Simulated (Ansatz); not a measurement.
# Calculations on CH$_{3}$NOSSi

### Relaxation

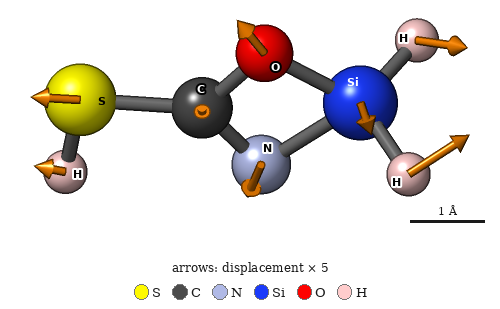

A relaxation of CH3NOSSi. The starting structure is drawn; orange arrows show the displacements, 5 times their true length. The two geometries are superimposed by the best rigid fit.

A ball-and-stick model, seen at a tilt.

The run prepares an end point of a later path (hydrogen shift) calculation, from a guessed geometry.

Level of theory: Ansatz, UKS BLYP-D4/STO-3G. Set-up: collinear spin; force threshold 0.02 eV/Å; at most 50 steps.

What happened in the run?

Answer. An H atom moves most after the best rigid fit: 0.20 Å. By element the largest moves are H 0.20 Å, N 0.17 Å, S 0.14 Å, O 0.13 Å, Si 0.10 Å, C 0.05 Å. Among the contacts that change: O–Si 1.614 → 1.817 Å, C–S 1.654 → 1.793 Å, N–Si 1.766 → 1.871 Å, C–O 1.365 → 1.454 Å. Among the angles between lasting bonds that change: H–Si–H 121.8° → 109.8°, N–Si–H 107.8° → 119.2°, N–C–O 103.8° → 114.3°. Over 6 accepted moves (7 points after the start) the energy falls by 177.9 kJ/mol. Largest force component: 9.9 eV/Å at the start, 0.0024 eV/Å at the end. The line search rejected the trial step at point 4 of the run.

Limits of the set-up: STO-3G is a minimal basis, so the numbers are rough.

### Relaxation

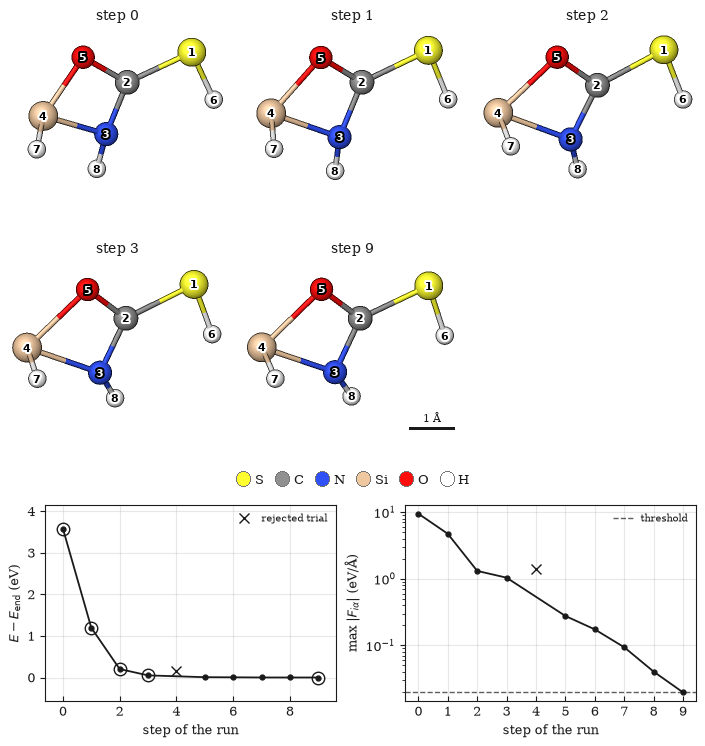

Frames of a relaxation of CH3NOSSi, marked on the history of the run. Style: ball-and-stick. Shown at a tilt.

The run prepares an end point of a later path (hydrogen shift) calculation, from a guessed geometry.

These are results of Ansatz 0.2.0, UKS BLYP-D4/STO-3G, not measurements. (collinear spin; force threshold 0.02 eV/Å; at most 50 steps)

What happens along the run?

Answer. Over 8 accepted moves (9 points after the start) the energy falls by 3.585 eV. The largest force component goes from 9.5 to 0.02 eV/Å. The line search rejected the trial step at point 4 of the run. H8 moves most after the best rigid fit: 0.48 Å. By element the largest moves are H 0.48 Å, Si 0.38 Å, N 0.20 Å, O 0.19 Å, C 0.12 Å, S 0.12 Å. Near-neighbour distances that change, for instance: Si4–O5 1.614 → 1.921 Å, N3–Si4 1.766 → 1.926 Å, S1–C2 1.654 → 1.805 Å, C2–N3 1.310 → 1.389 Å. Among the angles between lasting bonds that change: C2–N3–H8 155.3° → 119.4°, Si4–N3–H8 110.2° → 140.9°, O5–Si4–H7 116.1° → 91.5°. The run took 41 s on 1 thread of Arm Neoverse V1, with other jobs on the host, peak memory 0.19 GiB. From step 0 to 1: Si4 moves most (0.19 Å), energy −2.386 eV. From step 1 to 2: H8 moves most (0.19 Å), energy −0.995 eV. From step 2 to 3: H8 moves most (0.19 Å), energy −0.153 eV. From step 3 to 9: H7 moves most (0.08 Å), energy −0.051 eV.

| step | E − E(0), eV | largest force component, eV/Å | note |
| --- | --- | --- | --- |
| 0 | 0.0000 | 9.4916 |  |
| 1 | -2.3860 | 4.7357 |  |
| 2 | -3.3810 | 1.3126 |  |
| 3 | -3.5335 | 1.0392 |  |
| 4 | -3.4359 | 1.4083 | rejected |
| 5 | -3.5770 | 0.2765 |  |
| 6 | -3.5799 | 0.1739 |  |
| 7 | -3.5838 | 0.0938 |  |
| 8 | -3.5844 | 0.0405 |  |
| 9 | -3.5846 | 0.0197 |  |

Limits of the set-up: STO-3G is a minimal basis, so the numbers are rough.

### Path

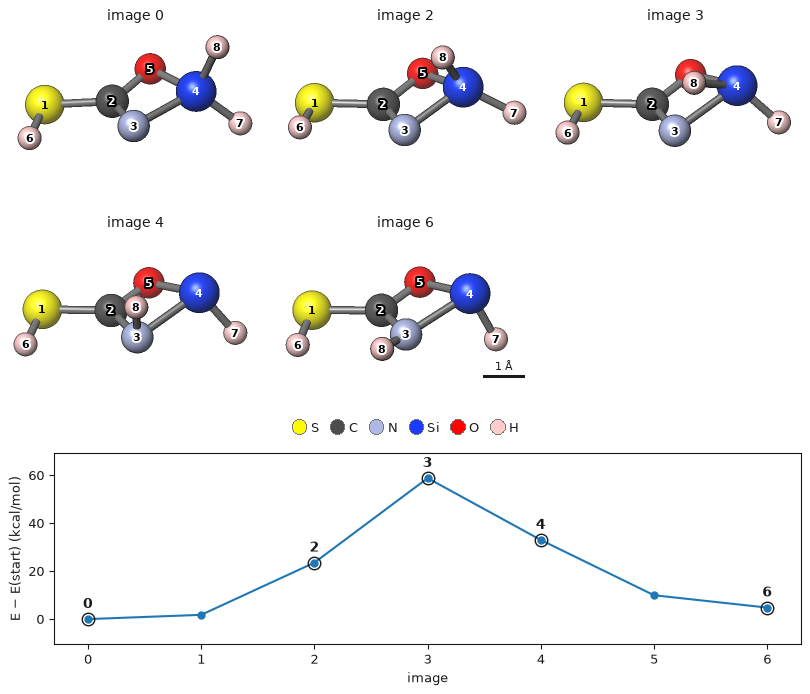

A nudged-elastic-band calculation for CH3NOSSi. Images are numbered from 0 (start) to 6 (end). The picture is a ball-and-stick view, seen from a free direction.

Theory: Ansatz, UKS BLYP-D4/STO-3G. Set-up: 5 movable images; climbing image; force threshold 0.05 eV/Å; iteration limit 60; starting path through a guess of the saddle point.

**Describe the mechanism and the energy profile.**

The highest point, image 3, lies 58.8 kcal/mol above the start and 54.0 kcal/mol above the end; the end is at +4.8 kcal/mol relative to the start. A hydrogen atom shifts from one atom to another. Breaking: Si4–H8 (1.46 → 1.60 at the top → 2.83 Å). Forming: N3–H8 (2.88 → 1.49 at the top → 1.06 Å). The band converged in 10 iterations. The largest component of the band force went from 16 to 0.029 eV/Å. The climbing image converged on the top of the path. Its vibrational analysis gives one imaginary mode (1290i cm⁻¹), as a transition state must have.

Limits of the set-up: STO-3G is a minimal basis, so the numbers are rough.

Cost: 2.5 min on 1 thread of Arm Neoverse V1, with other jobs on the host, peak memory 0.12 GiB.
